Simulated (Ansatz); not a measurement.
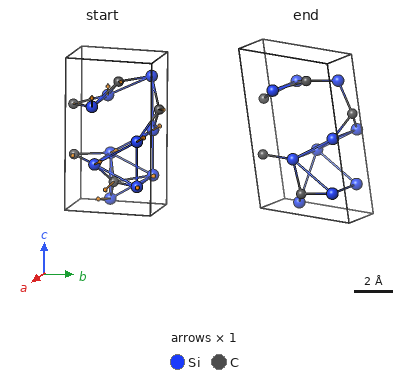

The structure of a crystal of Si₃C₂ (a generated structure, set up in P1) (coarse preliminary run) before (left) and after (right) a relaxation, at one scale. The orange arrows give the displacements (the part carried along by the change of the cell is left out), at their true length.

A ball-and-stick model of the cell of the calculation, seen slightly off an axis.

Computed with DFT PBE, scalar-relativistic, plane waves, PAW (Ansatz 0.2.0).

Input file:
```yaml
crystal:
  lattice:
    - [0.017620332, -0.0324572704, 2.7092544367]
    - [4.8813388195, 0.0439452658, 0.0304300533]
    - [0.0761154331, 8.397781419, -0.0970870371]
  atoms:
    - { symbol: Si, position: [-0.0048823598, 0.8351308431, 0.4805727217] }
    - { symbol: Si, position: [0.0363348095, 0.350706981, 0.0158309848] }
    - { symbol: Si, position: [-0.0144461004, 0.8374705381, 0.1838734541] }
    - { symbol: Si, position: [0.0071248983, 0.3097844969, 0.6910520685] }
    - { symbol: Si, position: [0.0049330442, 0.3443490766, 0.3139174728] }
    - { symbol: Si, position: [0.0253976059, 0.8206866869, 0.8365791884] }
    - { symbol: C, position: [0.5066768649, 1.0125717017, 0.3310148676] }
    - { symbol: C, position: [0.5052209505, 0.5253926143, 0.8261210933] }
    - { symbol: C, position: [0.4656522758, 0.4706949523, 0.1634650983] }
    - { symbol: C, position: [0.4679880111, -0.0067878908, 0.6575730506] }
basis:
  ecutwfc: 420
kpoints:
  mp_grid: { grid: [8, 4, 4] }
hamiltonian:
  xc: pbe
scf:
  occupations: { method: gaussian, width: 0.2 }
  lower_state_search: "off"
output:
  forces: true
  stress: true
  eigenvalues: true
relax:
  adjacent_minimum: "off"
  f_tol: 0.025
  max_steps: 60
  cell: { stress_tol: 0.25 }
```

Command:
```bash
ansatz run input.yaml --threads 1 --pin off --max-ram 2560MiB --backend cpu --events-out ev --progress --plain --runs-dir out
```

### Summarise the run.

The run was cut off at its time limit before the relaxation converged, so the last structure is only a point on the way. After 12 geometry steps the energy has fallen by 599 meV per atom. Largest force component: 2.4 eV/Å at the start, 0.86 eV/Å at the end. The pressure goes from 2.00 to −0.64 GPa. C9 moves most relative to the cell: 1.39 Å roughly along +a. By element the largest moves are C 1.39 Å, Si 1.17 Å. Cell: a 2.710 → 2.927 Å (+8.0 %), b unchanged at 4.882 Å, c 8.399 → 8.862 Å (+5.5 %), α 89.0° → 104.8°, β 91.3° → 85.1°, γ 89.3° → 105.5°. Volume +6.2 %. Some distances before and after: Si2–C8 2.269 → 4.171 Å, Si5–C9 1.898 → 3.504 Å, Si5–C7 2.102 → 3.368 Å, Si3–C9 2.211 → 3.451 Å. Bonds break: Si5–C9 (1.90 → 3.50 Å). Bond angles that change, for instance: Si6–Si4–C8 101.9° → 146.7°, Si2–C9–Si3 78.8° → 118.3°, Si4–C10–Si6 125.9° → 86.7°. The space group stays P1 (No. 1).
